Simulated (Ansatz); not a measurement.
**C4H8GaN: density, localisation and related maps**

```xyz
14

C     0.1903   -2.1053    3.1800
C     0.3757   -1.3422    2.2480
C     0.5246   -0.4541    1.1195
C    -1.3480    0.6407   -1.6311
Ga   -1.1238   -0.4286   -0.0050
N    -2.4374   -1.5039    0.6142
H     0.0651   -2.7692    4.0143
H     0.7371    0.5788    1.4494
H     1.3756   -0.7565    0.4828
H    -0.5886    0.3679   -2.3816
H    -1.2177    1.7127   -1.4115
H    -2.3432    0.4976   -2.0784
H    -2.3164   -2.0571    1.4576
H    -3.3514   -1.6381    0.1972
```

Geometry: r2SCAN-D4/def2-SVP.

All numbers below come from isolated molecule in a Gaussian basis; Kohn-Sham density functional theory, functional PBE0 (Ansatz 0.2.0).

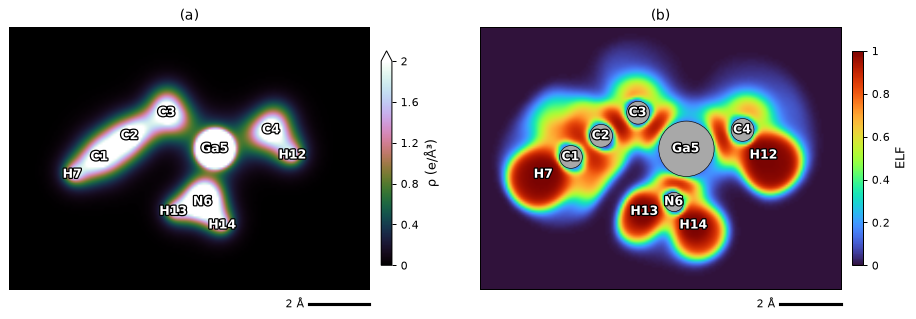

Figure 1. (a) total electron density; (b) electron localisation function on the plane of atoms H13, N6 and H14. Grey discs cover the atomic cores in the ELF map.

What do the fields say about this system?

- The plane passes through C, Ga, N and H nuclei.
- C–C (1.22 Å): ρ at the midpoint is about 2.6 e/Å³; the ELF peaks at about 0.85 between the atoms: a multiple bond.
- Ga–N (1.81 Å): ρ at the midpoint is about 0.92 e/Å³; the ELF peaks at about 0.85 in the valence shell of N, 0.6 Å from its nucleus, and is about 0.30 at the midpoint.
- C–Ga (1.96 Å): ρ at the midpoint is about 0.8 e/Å³; the ELF peaks at about 0.90 in the valence shell of C, 0.7 Å from its nucleus, and is about 0.60 at the midpoint.
- N–H (1.01 Å): the density is about 2.8 e/Å³ at the midpoint; the ELF climbs to about 1 towards the hydrogen, as it does in any bond to H (an ordinary covalent bond to hydrogen).
- C–H (1.07 Å): ρ is about 2 e/Å³ halfway; the ELF climbs to about 1 towards the hydrogen; an ordinary covalent bond to hydrogen.

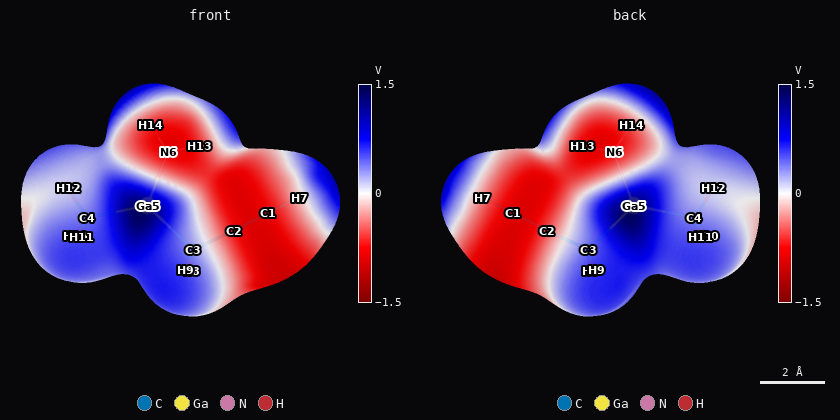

Figure 2. The molecular electrostatic potential painted on the density surface at 0.001 e/bohr³, seen from the front and from behind; red is negative and blue positive.

Which sites attract a positive test charge, and which a negative one?

A positive charge is drawn to the negative regions and a negative charge to the positive ones. The most negative region (about −1.0 V, or −23 kcal/mol for a unit charge) lies over C1 and C2, the most positive (about +1.4 V, or +32 kcal/mol for a unit charge) over Ga5.

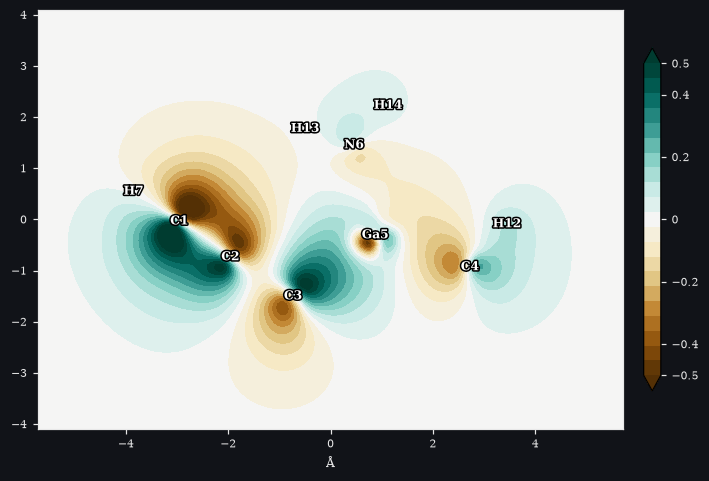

Figure 3. The HOMO on the plane of atoms C3, Ga5 and C4 (values in Å⁻³ᐟ²; the overall sign is arbitrary).

Where does this orbital lie, and at what energy?

It lies mainly on C1 (about 35 %), C2 (about 20 %), C3 (about 15 %) and Ga5 (about 10 %). Its energy is −6.84 eV.
